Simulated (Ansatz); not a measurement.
Pt: Pt → Os

Take Pt in the fcc (Cu type) structure (space group Fm-3m, No. 225; a = 3.9403 Å) as the base.

One thing is altered: Os takes the place of Pt on all its sites, then cell and atoms are relaxed.

All numbers come from Ansatz (a first-principles code), r2SCAN, PAW, cutoff 500 eV, no spin-orbit coupling. k-mesh 21×21×21 (Γ-centred); smearing 0.05 eV (Fermi–Dirac), for the changed cell.

| quantity | base | changed | shift |
|---|---|---|---|
| volume per atom | 15.29 Å³ | 14.07 Å³ | -1.226 Å³ |
| density | 21.18 g/cm³ | 22.45 g/cm³ | +1.27 g/cm³ |
| lattice parameter a | 394.0 pm | 383.2 pm | -10.8 pm |
| space group | Fm-3m (No. 225) | Fm-3m (No. 225) | – |
| shortest interatomic distance | 278.6 pm | 271.0 pm | -7.65 pm |
| band gap | zero | zero | – |

Final structure:

```
Os
1.0
    0.00000     1.91603     1.91603
    1.91603     0.00000     1.91603
    1.91603     1.91603     0.00000
Os
1
Direct
  0.00000   0.00000   0.00000
```

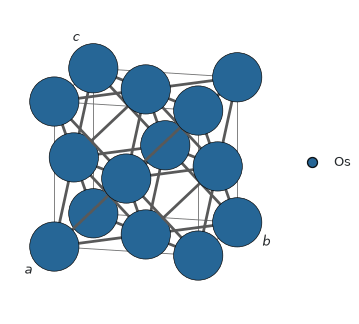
Figure: The relaxed conventional cell after the change

Whether these cells are dynamically stable was not tested. All final runs are without spin polarisation. This is not the structure that Os has at room temperature and ambient pressure.
